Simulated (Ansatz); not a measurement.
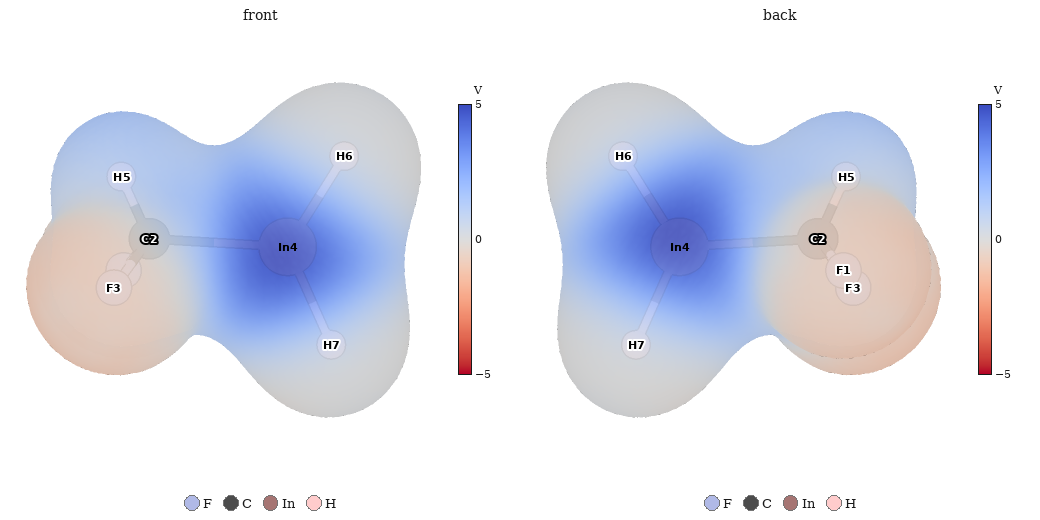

Figure. CH3F2In. The electrostatic potential painted on the density surface at 0.004 e/bohr³, seen from the front and from behind; the colour scale runs from red (negative) to blue (positive).

Geometry: PBE0-D4/def2-TZVP; core potentials replace the inner electrons of In.

Level of theory: RKS PBE0-D4/def2-TZVPP (Ansatz).

```xyz
7

F     0.0913   -1.7794    0.6916
C     0.5709   -0.4966    0.6205
F     1.8245   -0.5683    0.0691
In   -0.7453    0.7118   -0.6887
H     0.7012   -0.1525    1.6523
H    -1.5046    2.1145   -0.0370
H    -0.9380    0.1705   -2.3078
```

Which sites attract a positive test charge, and which a negative one?

Answer. A positive charge is drawn to the negative regions and a negative charge to the positive ones. The most negative region (about −1.0 V, or −23 kcal/mol for a unit charge) lies over F1 and F3, the most positive (about +4.5 V, or +104 kcal/mol for a unit charge) over In4.
